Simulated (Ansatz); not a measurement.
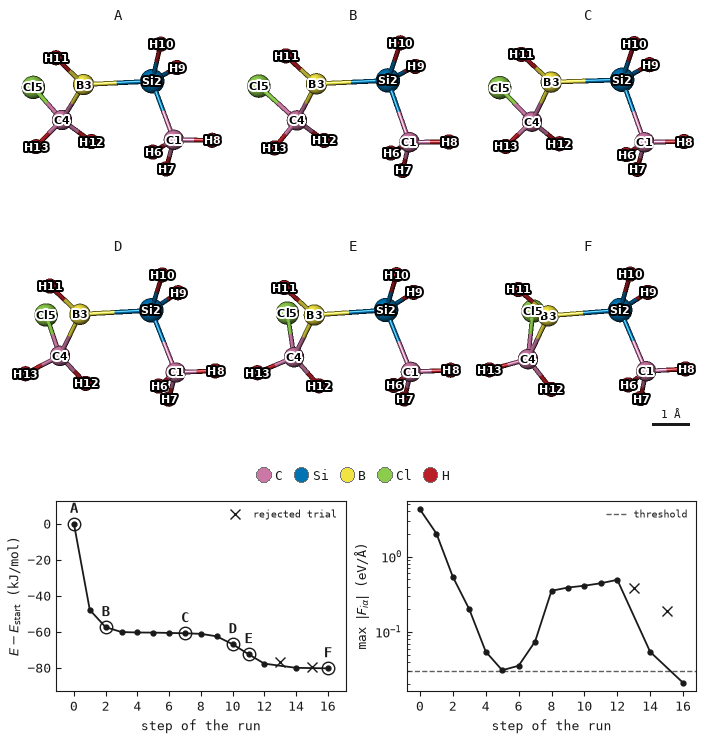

Frames of a relaxation of C2H8BClSi (coarse preliminary run), marked on the history of the run. The picture is a ball-and-stick view, seen at a tilt.

The start comes from a force field.

Method: RKS PBE-D4/def2-SVP in Ansatz. Set-up: force threshold 0.03 eV/Å; at most 200 steps.

Q: Describe the path.

A: After 14 accepted moves (16 points after the start) the energy has fallen by 80.2 kJ/mol. The largest force component goes from 4.2 to 0.021 eV/Å. The line search rejected the trial steps at points 13, 15 of the run. The largest move after the best rigid fit is that of Cl5, 0.87 Å. Largest moves by element: Cl 0.87 Å, H 0.64 Å, C 0.37 Å, B 0.16 Å, Si 0.09 Å. Near-neighbour distances that change, for instance: B3–Cl5 2.774 → 2.187 Å, C4–Cl5 1.708 → 1.855 Å, Si2–B3 1.931 → 2.031 Å, C1–Si2 1.813 → 1.906 Å. Among the angles between lasting bonds that change: B3–C4–Cl5 111.5° → 78.8°, B3–C4–H13 103.0° → 120.9°, B3–C4–H12 108.3° → 121.5°. Cost: 25 s on 4 threads of Arm Neoverse V1 (shared host). From step 0 to 2: Cl5 moves most (0.30 Å), energy −57.4 kJ/mol. From step 2 to 7: Cl5 moves most (0.20 Å), energy −3.38 kJ/mol. From step 7 to 10: Cl5 moves most (0.47 Å), energy −6.09 kJ/mol. From step 10 to 11: Cl5 moves most (0.19 Å), energy −5.52 kJ/mol. From step 11 to 16: Cl5 moves most (0.33 Å), energy −7.86 kJ/mol.
